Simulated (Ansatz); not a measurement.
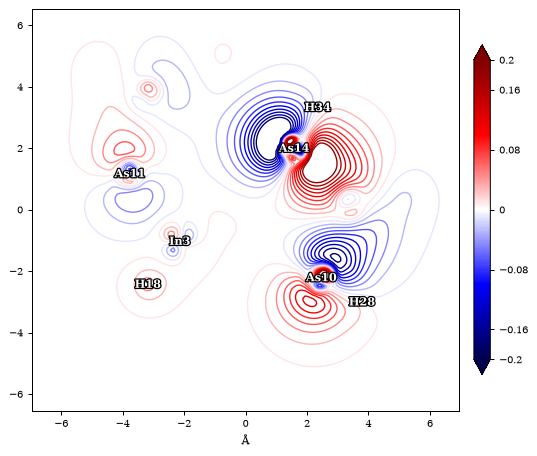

*As7H20In7 (In7As7 zinc blende off sphere). The HOMO on the plane of atoms As11, In3 and H18 (values in Å⁻³ᐟ²; the overall sign is arbitrary).*

Geometry: PBE-D4/def2-SVP; core potentials replace the inner electrons of In.

These are results of Ansatz, RKS PBE0-D4/def2-SVP, not measurements.

The calculation's input:

```
crystal:
  periodic: [false, false, false]
  atoms:
    - {symbol: In, position_ang: [0.556665, -4.175424, 0.881605]}
    - {symbol: In, position_ang: [-2.705187, 2.770672, -2.275827]}
    - {symbol: In, position_ang: [0.931384, -0.665075, -2.178211]}
    - {symbol: In, position_ang: [-2.522864, -1.083360, 0.657739]}
    - {symbol: In, position_ang: [0.966737, -0.570715, 3.571797]}
    - {symbol: In, position_ang: [1.260469, 1.970163, 1.538860]}
    - {symbol: In, position_ang: [4.236298, -1.165902, 0.763147]}
    - {symbol: As, position_ang: [-3.812542, 0.603918, -1.033416]}
    - {symbol: As, position_ang: [-0.615470, -2.275034, -0.729340]}
    - {symbol: As, position_ang: [2.190897, -2.375481, 2.090356]}
    - {symbol: As, position_ang: [-0.711462, 1.206314, -3.298665]}
    - {symbol: As, position_ang: [-1.559397, 4.030929, -0.258927]}
    - {symbol: As, position_ang: [2.436302, 0.574670, -0.372875]}
    - {symbol: As, position_ang: [-0.967023, 0.559806, 2.066817]}
    - {symbol: H, position_ang: [1.530970, -5.186616, -0.141012]}
    - {symbol: H, position_ang: [-0.712806, -4.614783, 1.989779]}
    - {symbol: H, position_ang: [-3.759477, 3.353799, -3.531640]}
    - {symbol: H, position_ang: [1.807880, -1.424868, -3.478393]}
    - {symbol: H, position_ang: [-3.657927, -2.000511, 1.601863]}
    - {symbol: H, position_ang: [0.856227, -0.552898, 5.302137]}
    - {symbol: H, position_ang: [2.068687, 0.998248, 3.035161]}
    - {symbol: H, position_ang: [1.406751, 3.664093, 1.845928]}
    - {symbol: H, position_ang: [4.757994, -2.216272, -0.518508]}
    - {symbol: H, position_ang: [5.161410, -0.237614, 1.905166]}
    - {symbol: H, position_ang: [-4.526445, -0.273560, -2.062561]}
    - {symbol: H, position_ang: [-5.080918, 1.058523, -0.311370]}
    - {symbol: H, position_ang: [-1.403018, -3.033946, -1.801193]}
    - {symbol: H, position_ang: [2.872743, -3.167431, 3.209657]}
    - {symbol: H, position_ang: [-1.211516, 0.545412, -4.586008]}
    - {symbol: H, position_ang: [0.247911, 2.170817, -3.997811]}
    - {symbol: H, position_ang: [-0.240217, 3.304890, -0.604703]}
    - {symbol: H, position_ang: [-1.172959, 5.213556, -1.174847]}
    - {symbol: H, position_ang: [3.168148, 1.646044, -1.182940]}
    - {symbol: H, position_ang: [-1.798244, 1.347648, 3.078217]}
basis:
  gaussian: {orbitals: def2-SVP, fitting: {mean_field: def2-universal-jkfit}, initial_orbitals: start.molden}
hamiltonian: {xc: pbe0, dispersion: d4}
scf: {omitted_lower_state_checks: [starts]}
output: {forces: true, orbitals: {seedname: orbitals}}
```

Run with:

```sh
ansatz run in.yaml --threads 2 --pin off --events-out ev --progress --plain --max-ram 32768MiB --backend cuda --devices 0, --max-vram 18GiB
```

### Where does this orbital lie, and at what energy?

It lies mainly on As14 (about 30 %), As10 (about 15 %), As13 (about 10 %), In5 (about 10 %) and In7 (about 5 %). Its energy is −6.71 eV.
